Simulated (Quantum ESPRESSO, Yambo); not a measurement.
# A GW chain in Yambo: InP (F-43m), part 2 of 2

Wanted: ground state, empty states, screening and self-energy for InP (F-43m).

Quantum ESPRESSO 7.5 and Yambo 5.3.0; PBE and many-body steps on it, plane waves. Known limits of the many-body steps: not at the basis limit; no spin-orbit coupling; coarse k mesh.

So far. Step 2 (Ground state): The gap is direct, at Γ. Step 3 (Bands along the symmetry lines): The gap is 0.686 eV, as in the run before at this level.

## Step 4: Empty states on the mesh, 4×4×4 mesh, 127 bands

Level of this step: DFT, PBE, plane waves, norm-conserving pseudopotentials (Quantum ESPRESSO).

The sums over transitions need many empty states on a uniform mesh; this step solves for them.

The input, pw.in:

```
&control
  calculation = 'nscf'
  prefix = 'x'
  outdir = 'o'
  pseudo_dir = 'pseudo'
/
&system
  ibrav = 0
  nat = 2
  ntyp = 2
  ecutwfc = 80.0
  nbnd = 127
  force_symmorphic = .true.
/
&electrons
  conv_thr = 1e-9
  electron_maxstep = 80
  diago_full_acc = .true.
  diago_thr_init = 5e-6
/
ATOMIC_SPECIES
  In 114.82 In.upf
  P 30.974 P.upf
CELL_PARAMETERS angstrom
  -0.0000000000 2.9343500000 2.9343500000
  2.9343500000 -0.0000000000 2.9343500000
  2.9343500000 2.9343500000 -0.0000000000
ATOMIC_POSITIONS crystal
  In 0.0000000000 0.0000000000 0.0000000000
  P 0.2500000000 0.2500000000 0.2500000000
K_POINTS automatic
  4 4 4 0 0 0
```

The run is started by

```sh
$ OMP_NUM_THREADS=1 mpirun -n 4 pw.x -nk 4 -in pw.in > pw.out
```

The program printed:

```text
[banner, memory and clock lines left out]
Program PWSCF v.7.5 starts

     Atomic positions and unit cell read from directory:
     o/x.save/

     Message from routine setup:
     using ibrav=0 with symmetry is DISCOURAGED, use correct ibrav instead

     G-vector sticks info

     bravais-lattice index     =            0
     lattice parameter (alat)  =       7.8420  a.u.
     unit-cell volume          =     341.0062 (a.u.)^3
     number of atoms/cell      =            2
     number of atomic types    =            2
     number of electrons       =        26.00
     number of Kohn-Sham states=          127
     kinetic-energy cutoff     =      80.0000  Ry
     charge density cutoff     =     320.0000  Ry
     Exchange-correlation= PBE
                           (   1   4   3   4   0   0   0)

     celldm(1)=   7.841981  celldm(2)=   0.000000  celldm(3)=   0.000000
     celldm(4)=   0.000000  celldm(5)=   0.000000  celldm(6)=   0.000000

     crystal axes: (cart. coord. in units of alat)
               a(1) = (  -0.000000   0.707107   0.707107 )
               a(2) = (   0.707107  -0.000000   0.707107 )
               a(3) = (   0.707107   0.707107  -0.000000 )

     reciprocal axes: (cart. coord. in units 2 pi/alat)
               b(1) = ( -0.707107  0.707107  0.707107 )
               b(2) = (  0.707107 -0.707107  0.707107 )
               b(3) = (  0.707107  0.707107 -0.707107 )
     Pseudo is Norm-conserving + core correction, Zval = 21.0
     Generated using ONCVPSP code by D. R. Hamann
     Using radial grid of 1964 points,  6 beta functions with:
     Pseudo is Norm-conserving + core correction, Zval =  5.0
     Generated using ONCVPSP code by D. R. Hamann
     Using radial grid of 1298 points,  6 beta functions with:
     In               21.00   114.82000     In( 1.00)
     P                 5.00    30.97400     P ( 1.00)

     24 Sym. Ops. (no inversion) found

   Cartesian axes

     site n.     atom                  positions (alat units)
         1        In     tau(   1) = (   0.0000000   0.0000000   0.0000000  )
         2        P      tau(   2) = (   0.3535534   0.3535534   0.3535534  )

     number of k points=     8
                       cart. coord. in units 2pi/alat
        k(    1) = (   0.0000000   0.0000000   0.0000000), wk =   0.0312500
        k(    2) = (   0.1767767   0.1767767  -0.1767767), wk =   0.2500000
        k(    3) = (  -0.3535534  -0.3535534   0.3535534), wk =   0.1250000
[...]
k(    7) = (  -0.7071068   0.0000000   0.0000000), wk =   0.0937500
        k(    8) = (  -0.7071068   0.3535534   0.0000000), wk =   0.1875000

     Dense  grid:    33079 G-vectors     FFT dimensions: (  45,  45,  45)

     The potential is recalculated from file :
     o/x.save/charge-density

     Starting wfcs are   17 randomized atomic wfcs +  110 random wfcs

     Band Structure Calculation

     End of band structure calculation

          k = 0.0000 0.0000 0.0000 (  4111 PWs)   bands (ev):

  -106.7657 -65.2427 -65.2427 -65.2427  -5.9358  -5.9358  -5.9358  -5.7871
    -5.7871  -3.2311   8.2604   8.2604   8.2604   8.9469  12.3492  12.3492
    12.3492  16.8336  17.6674  17.6674  19.4792  19.4792  19.4792  22.1665
[...]
[... 4 further rows ...]
[...]
91.3125  94.2778  96.3383  96.3383  96.3383  99.6882  99.6883

          k = 0.1768 0.1768-0.1768 (  4122 PWs)   bands (ev):

[...]
[... 4 further rows ...]
[...]
95.7850  95.9510  96.2794  96.2794  97.2658  97.2658  97.2916

          k =-0.3536-0.3536 0.3536 (  4140 PWs)   bands (ev):

[...]
64.4159  66.7542  66.7542  66.8024  67.0517  67.0517  68.1622  68.8442
     [... 4 further rows ...]
    91.8718  91.8718  92.4602  92.4602  94.3707  94.5737  94.5737  94.8385
    95.3697  95.3697  96.8620  96.8620  97.7591  98.2623  98.9412

          k = 0.3536 0.0000 0.0000 (  4088 PWs)   bands (ev):

     [... further k-points ...]

     highest occupied, lowest unoccupied level (ev):     8.2604    8.9469

     XML data file, pseudopotentials, collected wavefunctions
```

Run time: 9.6 s. Hardware: 4 MPI ranks of Arm Neoverse V1, shared host; peak memory 0.38 GiB.

Numbers from this step:

```yaml
gap: 0.6864 eV
k_of_the_valence_top: 0, 0, 0
k_of_the_conduction_bottom: 0, 0, 0
least_direct_gap: 0.6864 eV
k_points_computed: 8
lowest_point_of_the_top_converged_band_above_the_valence_top: 89.0312 eV
```

On this mesh the gap is 0.686 eV.

## Step 5: Conversion and set-up

This step: Yambo 5.3.0; conversion and set-up on PBE, plane waves, norm-conserving pseudopotentials.

The states are converted to the many-body program's format and the q mesh is built.

The run is started by

```sh
$ (cd o/x.save; p2y > p2y.log; mv SAVE ../..); yambo > setup.log
```

The program printed:

```text
 Yambo, version 5.3.0

 [02] CORE Variables Setup
 =========================

  [02.01] Unit cells
  ==================

  Cell kind             :  FCC
  Atoms in the cell     :  In  P
  number of In atoms    :  1
  number of P  atoms    :  1

  List of atomic masses
  Mass of In    :  114.8200
  Mass of P     :  30.97400

  List of atomic coordinates    : [cc]
  In1       :  0.000000  0.000000  0.000000  order 1
  P1       :  2.772559  2.772559  2.772559  order 2

  Alat factors          :  5.545118  5.545118  5.545118 [a.u.]
  Direct lattice volume :  341.0062 [a.u.]
  Direct lattice vectors:  A[ 1 ]  A[ 2 ]  A[ 3 ]
   A[ 1 ]: -0.000000  1.000000  1.000000  [iru]
  -0.000000  5.545118  5.545118  [cc]
   A[ 2 ]:  1.000000 -0.000000  1.000000  [iru]
   5.545118 -0.000000  5.545118  [cc]
   A[ 3 ]:  1.000000  1.000000 -0.000000  [iru]
   5.545118  5.545118 -0.000000  [cc]

  Recip. lattice volume :  0.727407 [a.u.]
  Recip. lattice vectors:  B[ 1 ]  B[ 2 ]  B[ 3 ]
   B[ 1 ]: -0.500000  0.500000  0.500000  [iku]
  -0.566551  0.566551  0.566551  [cc]
   B[ 2 ]:  0.500000 -0.500000  0.500000  [iku]
   0.566551 -0.566551  0.566551  [cc]
   B[ 3 ]:  0.500000  0.500000 -0.500000  [iku]
   0.566551  0.566551 -0.566551  [cc]

  [02.02] Symmetries
  ==================

  Inversion symmetry    : yes
  Spatial inversion     : no
  Inversion index       :  25
  K-space Time-reversal : yes
  Magnetic symmetries   : no
  Time-reversal derived K-space symmetries:   25   48
  Group table correct   : yes
  Symmetries units      :  [cc]

   [S  1]:   1.0000     -0.16705E-16 -0.16705E-16 -0.16705E-16   1.0000      0.16705E-16  0.16705E-16  0.16705E-16   1.0000
   [S  2]:  -1.0000      0.16705E-16 -0.16705E-16  0.16705E-16  -1.0000      0.16705E-16 -0.16705E-16 -0.16705E-16   1.0000
   [S  3]:  -1.0000     -0.16705E-16  0.16705E-16  0.16705E-16   1.0000     -0.16705E-16 -0.16705E-16  0.16705E-16  -1.0000
[...]
[S  9]: -0.16705E-16   1.0000     -0.16705E-16  0.16705E-16 -0.16705E-16   1.0000       1.0000      0.16705E-16  0.16705E-16
   [S 10]: -0.16705E-16  -1.0000      0.16705E-16  0.16705E-16  0.16705E-16  -1.0000       1.0000     -0.16705E-16 -0.16705E-16
     [... 36 further rows ...]
   [S*47]:   1.0000     -0.16705E-16  0.16705E-16 -0.16705E-16  0.16705E-16  -1.0000      0.16705E-16   1.0000     -0.16705E-16
   [S*48]:   1.0000      0.16705E-16 -0.16705E-16 -0.16705E-16 -0.16705E-16   1.0000      0.16705E-16  -1.0000      0.16705E-16

  [02.03] Reciprocal space
  ========================

  nG shells         :   335
  nG charge         :   33079
  nG WFs            :   4987
  nC WFs            :   4140
  G-vecs. in first 33 shells:  [ Number ]
     1    9   15   27   51   59   65   89  113
    137   169   181   229   259   283   307   331   339
    387   411   459   531   537   561   609   645   701
    725   749   821   869   893   941
  ...
[...]
K/Q-points units:
  rlu = crystal or reduced units; cc = cartesian coordinates; iku = interal k-units

  K [1]          [rlu]:  0.000000  0.000000  0.000000
         WF components:   4111
  K [2]          [rlu]: -0.79125E-17  0.59653E-17  0.25000
         WF components:   4122
  K [3]          [rlu]:  0.15825E-16 -0.11931E-16 -0.50000
         WF components:   4140
  K [4]          [rlu]: -0.20327E-17  0.25000      0.25000
         WF components:   4088
  K [5]          [rlu]: -0.17896E-16  0.25000     -0.50000
         WF components:   4121
  [... 2 further k-points ...]
  K [8]          [rlu]:  0.250000 -0.500000 -0.250000
         WF components:   4128

  [02.05] Energies & Occupations
  ==============================

  [X] === General ===
  [X] Electronic Temperature                        :  0.000000  0.000000 [eV K]
  [X] Bosonic    Temperature                        :  0.000000  0.000000 [eV K]
  [X] Finite Temperature mode                       : no
  [X] El. density                                   :  0.51453E+24 [cm-3]
  [X] Fermi Level                                   :  8.260446 [eV]

  [X] === Gaps and Widths ===
  [X] Conduction Band Min                           :  0.686430 [eV]
  [X] Valence Band Max                              :  0.000000 [eV]
  [X] Filled Bands                                  :  13
  [X] Empty Bands                                   :   14  127
  [X] Direct Gap                                    :  0.686430 [eV]
  [X] Direct Gap localized at k                     :  1
  [X] Indirect Gap                                  :  0.686430 [eV]
  [X] Indirect Gap between kpts                     :  1  1
  [X] Last valence band width                       :  2.892736 [eV]
  [X] 1st conduction band width                     :  3.606218 [eV]

  E @ K [1]:  [eV]
  -115.0261  -73.5032  -73.5032  -73.5032  -14.1962  -14.1962  -14.1962  -14.0476
   -14.048      -11.492     -0.37105E-09 -0.27078E-09   0.0000      0.68643       4.0887       4.0887
    4.08873   8.57316   9.40696   9.40696  11.21876  11.21876  11.21876  13.90602
[...]
occ @ K [1]
[...]
E @ K [2]:  [eV]
[...]
occ @ K [2]
[...]
E @ K [3]:  [eV]
[...]
occ @ K [3]
[...]
E @ K [4]:  [eV]
[...]
occ @ K [4]
[...]
E @ K [5]:  [eV]
[...]
occ @ K [5]
[...]
[... 2 further k-points ...]
  E @ K [8]:  [eV]
[...]
occ @ K [8]
[...]
0.000000  0.000000  0.000000  0.000000  0.000000  0.000000  0.000000  0.000000
   0.000000  0.000000  0.000000  0.000000  0.000000  0.000000  0.000000  0.000000

 [03] Transferred momenta grid and indexing
 ==========================================

 IBZ Q-points                                      :   8
 BZ  Q-points                                      :   64

 K/Q-points units:
 rlu = crystal or reduced units; cc = cartesian coordinates; iku = interal k-units

 Q [1]          [rlu]:  0.000000  0.000000  0.000000
 Q [2]          [rlu]:  0.92257E-17  0.92257E-17  0.25000
 Q [3]          [rlu]: -0.18451E-16 -0.18451E-16 -0.50000
[...]
Q [7]          [rlu]:  0.40653E-17 -0.50000     -0.50000
 Q [8]          [rlu]:  0.250000 -0.500000 -0.250000

  [03.01] X indexes
  =================

   [03.01.01] Sigma indexes
   ========================

 [06] Game Over & Game summary
```

It took 2.8 s on 1 MPI rank; peak memory 0.25 GiB.

## Step 6: Screening and self-energy, 4×4×4 mesh, 127 bands, screening to 197.3 eV

G0W0 replaces the xc potential by the self-energy, built once from these orbitals. Only a window of levels is corrected, while the sums run over the empty bands that the input names.

This step: G0W0 on PBE, plane waves, norm-conserving pseudopotentials.

The input, gw1.in:

```
HF_and_locXC
gw0
dyson
ppa
em1d
rim_cut
RandQpts= 1000000
RandGvec= 1 RL
EXXRLvcs= 80 Ry
VXCRLvcs= 320 Ry
Chimod= "HARTREE"
% BndsRnXp
 1 | 127 |
%
NGsBlkXp= 14.5 Ry
% LongDrXp
 1 | 1 | 1 |
%
% GbndRnge
 1 | 127 |
%
DysSolver= "n"
ExtendOut
PPAPntXp= 27.21138 eV
% QPkrange
 1 | 1 | 12 | 15 |
%
```

The run is started by

```sh
$ OMP_NUM_THREADS=1 mpirun -n 4 yambo -F gw1.in -J gw1 -C gw1 > gw1.log
```

The program printed:

```text
 Yambo, version 5.3.0

 [02] CORE Variables Setup
 =========================

  [... cell, symmetries and grids as in the set-up ...]

  [02.05] Energies & Occupations
  ==============================

  [X] === General ===
  [X] Electronic Temperature                        :  0.000000  0.000000 [eV K]
  [X] Bosonic    Temperature                        :  0.000000  0.000000 [eV K]
  [X] Finite Temperature mode                       : no
  [X] El. density                                   :  0.51453E+24 [cm-3]
  [X] Fermi Level                                   :  8.260446 [eV]

  [X] === Gaps and Widths ===
  [X] Conduction Band Min                           :  0.686430 [eV]
  [X] Valence Band Max                              :  0.000000 [eV]
  [X] Filled Bands                                  :  13
  [X] Empty Bands                                   :   14  127
  [X] Direct Gap                                    :  0.686430 [eV]
  [X] Direct Gap localized at k                     :  1
  [X] Indirect Gap                                  :  0.686430 [eV]
  [X] Indirect Gap between kpts                     :  1  1
  [X] Last valence band width                       :  2.892736 [eV]
  [X] 1st conduction band width                     :  3.606218 [eV]

 [03] Transferred momenta grid and indexing
 ==========================================

 IBZ Q-points                                      :   8
 BZ  Q-points                                      :   64

 K/Q-points units:
 rlu = crystal or reduced units; cc = cartesian coordinates; iku = interal k-units

 Q [1]          [rlu]:  0.000000  0.000000  0.000000
 Q [2]          [rlu]:  0.92257E-17  0.92257E-17  0.25000
 Q [3]          [rlu]: -0.18451E-16 -0.18451E-16 -0.50000
 Q [4]          [rlu]: -0.20327E-17  0.25000      0.25000
 Q [5]          [rlu]: -0.25051E-16  0.25000      0.50000
 Q [6]          [rlu]: -0.73963E-16  0.25000     -0.25000
 Q [7]          [rlu]:  0.40653E-17 -0.50000     -0.50000
 Q [8]          [rlu]:  0.250000 -0.500000 -0.250000

 [04] Coloumb potential Random Integration (RIM)
 ===============================================

  [04.01] RIM initialization
  ==========================

  * Diagonal components only detected *

  8 x (sBL volume)        :  0.090926 [a.u.]
  sBZ random points       :  1000000
  Points outside the sBZ  :   7996195
  RL volume               :  0.727407 [a.u.]
  Integrated volume       :  0.727753 [a.u.]

  [04.02] RIM integrals
  =====================

  Gamma point sphere radius             :  0.081567 [a.u.]
  Points outside the sphere             :   799659
  [Int_sBZ(q=0) 1/q^2]*(Vol_sBZ)^(-1/3) =:  7.764404
                                 should be <:  7.795600

  Summary of Coulomb integrals for non-metallic bands |Q|[au] RIM/Bare

  Q [1] 0.100000E-4 0.995998 * Q [2] 0.245324 1.064860
  Q [4] 0.283276 1.063169 * Q [6] 0.400612 1.026099
  Q [5] 0.469759 1.019144 * Q [3] 0.490648 1.017217
  Q [7] 0.566551 1.014132 * Q [8] 0.633423 1.011005

 [05] Dipoles
 ============

  [05.01] Setup: observables and procedures
  =========================================

 [06] Dynamic Dielectric Matrix (PPA)
 ====================================

 [WR./gw1//ndb.pp]---------------------------------------------------------------
  Brillouin Zone Q/K grids (IBZ/BZ)                :    8   64    8   64
  RL vectors                                       :   5029 [WF]
  Coulomb cutoff potential                         : none
  Electronic Temperature                           :  0.000000 [K]
  Bosonic    Temperature                           :  0.000000 [K]
  PPA    diel. fun.  energies                      : Perdew, Burke & Ernzerhof(X)+Perdew, Burke & Ernzerhof(C)
  wavefunctions                                    : Perdew, Burke & Ernzerhof(X)+Perdew, Burke & Ernzerhof(C)
  Global Gauge                                     : length
  X matrix size                                    :   331
  X band range                                     :    1  127
  X e/h energy range                               : -1.000000 -1.000000 [eV]
  X Time ordering                                  : R
  X Hxc Kernel                                     : HARTREE
  X Drude frequency                                :  0.000000  0.000000
  X poles                                          :  100.0000 [o/o]
  RL vectors in the sum                            :   5029
  [r,Vnl] included                                 : yes
  Field direction                                  :  0.577350E-5  0.577350E-5  0.577350E-5
  BZ energy Double Grid                            : no
  BZ energy DbGd points                            : 0
  BZ Q point size factor                           : -1.000000
  X Optical Averaged directions                    : none

 [07] Local Exchange-Correlation + Non-Local Fock
 ================================================

 [VXC] Plane waves :   33079
 [EXS] Plane waves :   4279

 QP @ state[ 1 ] K range:  1  1
 QP @ state[ 1 ] b range:  12  15

 [xc] Functional : Perdew, Burke & Ernzerhof(X)+Perdew, Burke & Ernzerhof(C)
 [xc] LIBXC used to calculate xc functional
  PP Number of Atomic Species                      :  2
  NLCC RL compoments                               :   33079
  PP Number of Atomic Species                      :  2
  NLCC RL compoments                               :   33079

 [xc] E_xc :  -18.18593 [Ha]
      E_xc :  -36.37185 [Ry]

  Local XC kind (lXC) : Perdew, Burke & Ernzerhof(X)+Perdew, Burke & Ernzerhof(C)
  Non-Local XC kind (nlXC) : Hartree-Fock

  Corrections @ K [1] :  [eV]
 <12|nlXC|12> = -14.69986 -0.14001E-17 <12|lXC|12> = -12.90482  0.16193E-22
 <13|nlXC|13> = -14.69983 -0.52051E-17 <13|lXC|13> = -12.90482  0.48531E-20
 <14|nlXC|14> = -7.810342  0.11775E-17 <14|lXC|14> = -11.73024 -0.60805E-20
 <15|nlXC|15> = -6.356840  0.36641E-17 <15|lXC|15> = -10.77631 -0.47227E-16

 [08] Dyson equation: Newton solver
 ==================================

  [08.01] G0W0 (W PPA)
  ====================

  [  GW  ] Bands range     :    1  127
  [GW/PPA] G damping       :  0.100000 [eV]

  QP @ state[ 1 ] K range:  1  1
  QP @ state[ 1 ] b range:  12  15

   Sc/G bands                                       :    1  127
   Sc/G damping                                     :  0.100000 ev
   Sc bands terminator                              : no
   Sx RL components                                 :   4279

   QP @ state[ 1 ] K range                          :  1  1
   QP @ state[ 1 ] b range                          :  12  15
   GF energies kind                                 : Perdew, Burke & Ernzerhof(X)+Perdew, Burke & Ernzerhof(C)
   GF WF`s kind                                     : Perdew, Burke & Ernzerhof(X)+Perdew, Burke & Ernzerhof(C)
   Xs energies kind                                 : Perdew, Burke & Ernzerhof(X)+Perdew, Burke & Ernzerhof(C)
   Xs WF`s kind                                     : Perdew, Burke & Ernzerhof(X)+Perdew, Burke & Ernzerhof(C)

 [11] Game Over & Game summary
```

Wall time 1.8 min (4 MPI ranks); peak memory 1.6 GiB.

This step gave:

```yaml
g0w0_gap_on_the_points_computed: 1.374 eV
starting_gap_on_the_mesh: 0.6864 eV
k_of_the_valence_top: 0, 0, 0
k_of_the_conduction_bottom: 0, 0, 0
least_direct_g0w0_gap_on_the_computed_points: 1.374 eV
z_at_the_valence_top: 0.7804
z_at_the_conduction_bottom: 0.7941
```

The gap on the mesh goes from 0.69 eV to 1.37 eV, a correction of +0.69 eV.

Limits: finite bands, cutoff and mesh; no spin-orbit coupling; coarse k mesh. v1 is the top filled band, c1 the lowest empty one. The levels before and after the correction (eV, zero at the valence-band top of each column):

```
           conduction bottom  valence top
Kohn-Sham               0.69         0.00
     G0W0               1.37         0.00
```

```
             level  energy (eV)
Kohn-Sham  Γ v2-v1        0.000
Kohn-Sham     Γ c1        0.686
Kohn-Sham     Γ c2        4.089
     G0W0  Γ v2-v1        0.000
     G0W0     Γ c1        1.374
     G0W0     Γ c2        4.873
```

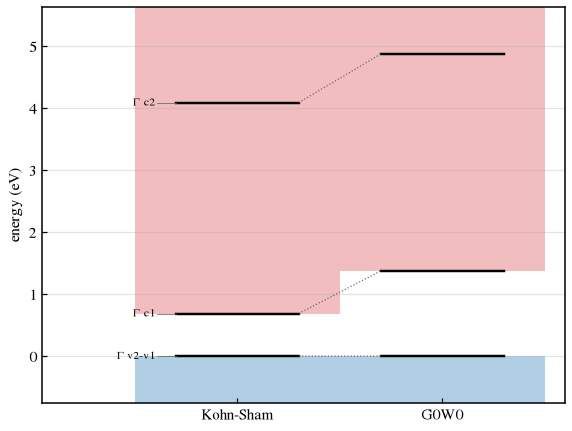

Levels before and after the correction. Shaded: valence and conduction bands.

## Step 7: Where the time went

Times are wall times on the hardware named with each run, good to a factor of about two.

```
                          step     time  share  memory (GiB)
                  ground state    5.9 s    5 %          0.26
bands along the symmetry lines    5.2 s    4 %          0.23
      empty states on the mesh    9.6 s    7 %          0.38
         conversion and set-up    2.8 s    2 %          0.25
     screening and self-energy  1.8 min   82 %           1.6
```

## Step 8: Outcome

```
PBE gap              : 0.69 eV, direct
G0W0 gap on the mesh : 1.37 eV
GW settings          : 4×4×4 mesh, 127 bands, screening to 197.3 eV, Godby-Needs plasmon pole
known limits         : not at the basis limit; no spin-orbit coupling; coarse k mesh
```

What this shows: G0W0 moves the gap on the mesh from 0.69 eV to 1.37 eV (+0.69 eV), with Z of 0.78 and 0.79 at the edges. Only 1 of the mesh's irreducible points was corrected, so a valley elsewhere could overtake. The dearest step here is «screening and self-energy». Bands and cutoff are finite, so the gap is not at the basis limit. The miss can reach some tenths of an eV and take either sign; the mesh is an error of its own. In the G0W0 run levels were corrected at 1 k point alone, so a gap called «on the mesh» is the least over those, and an edge elsewhere would be missed. The 4×4×4 mesh is coarse for this cell, which bears on the long-range parts of exchange and screening. The many-body steps are scalar-relativistic: spin-orbit coupling is not in them.

[Paths, hosts, dates, memory and timing lines, banners, echoed tables and standing remarks are left out of the program output.]

[Logs are printed without paths, hosts, clocks, repeated set-up lines and the standing remarks that a program may print on its own settings, such as how far it seeks lower states.]

[Runs of the session that timed out or met a known fault of the program may be left out.]

[Hosts, paths, dates, database ids (printed as entryN), source tags and the programs' standing remarks are cut or masked in the printed files.]
